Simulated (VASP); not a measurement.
Band structure of BaZrS₃ (space group Pnma). Method: PBE GGA, VASP's PBE PAW potentials (set 64) (plane waves; VASP).

Unless said otherwise, spin-orbit coupling is left out, though it shifts the bands of the heavy elements here.

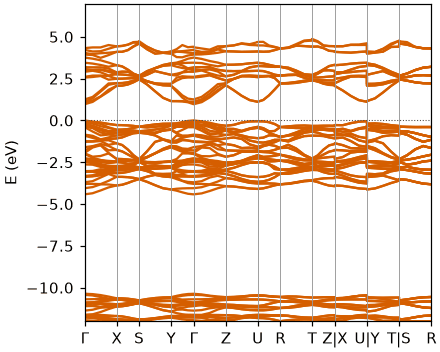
Figure: Bands along high-symmetry lines, zero at the valence-band maximum or, without a gap, the Fermi level

Task: Read the plot: is there a gap, and where are the band edges?

Result: The gap is direct, 0.97 eV, from the valence maximum at Γ to the conduction minimum at Γ.

The structure comes from a computed database's BaZrS3 entry; how it stands against other phases isn't given here. The cell was not relaxed at this level.
